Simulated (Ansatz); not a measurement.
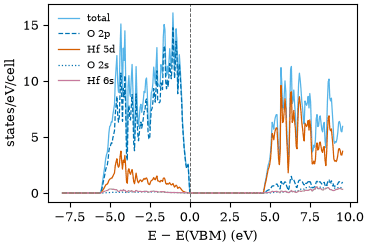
Fig. 1. Total and projected density of states of HfO₂ in space group P2_1/c (No. 14; Hf on 4e, O on 4e, O on 4e), r²SCAN in the plane-wave PAW code Ansatz

Problem. Which orbitals carry the states next to the gap?

Solution. Top 1 eV of the valence band: O 2p 93 %. Bottom 1 eV of the conduction band: Hf 5d 84 %, O 2p 11 %. Projections are on Löwdin-orthogonalised atomic valence shells; empty p or d shells of many metals are not among them.

Problem. Where is the tallest occupied peak in this window, and what makes it?

Solution. Near -1.0 eV, about 16 states/eV per cell; the largest projected share is O 2p.

The cell was relaxed with r²SCAN under the symmetry of its start. No spin polarisation was allowed. Scalar-relativistic: spin–orbit coupling is off unless named, which matters more the heavier the elements.

Potentials: the later of the program's two PAW sets.
